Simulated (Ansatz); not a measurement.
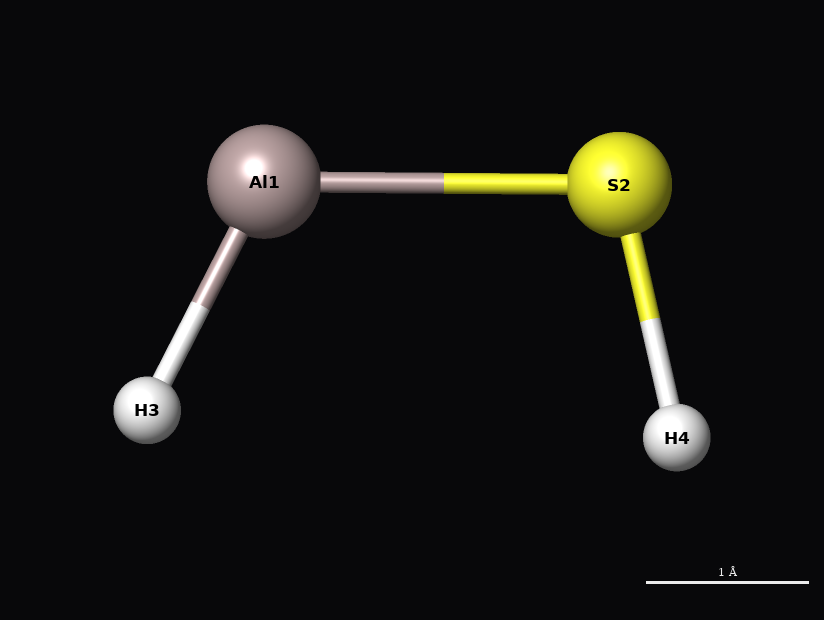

Figure made from data computed with Ansatz.

Numbered structure. The species is neutral and a spin doublet. Geometry: moved along internal coordinates away from the minimum.

How are the neighbours of atom 2 arranged?

Answer. S2 has 2 neighbours (Al1 at 2.20, H4 at 1.62 Å); the arrangement is bent.

What is the geometry at Al1?

Answer. Al1 has 2 neighbours (S2 at 2.20, H3 at 1.60 Å); the arrangement is bent.
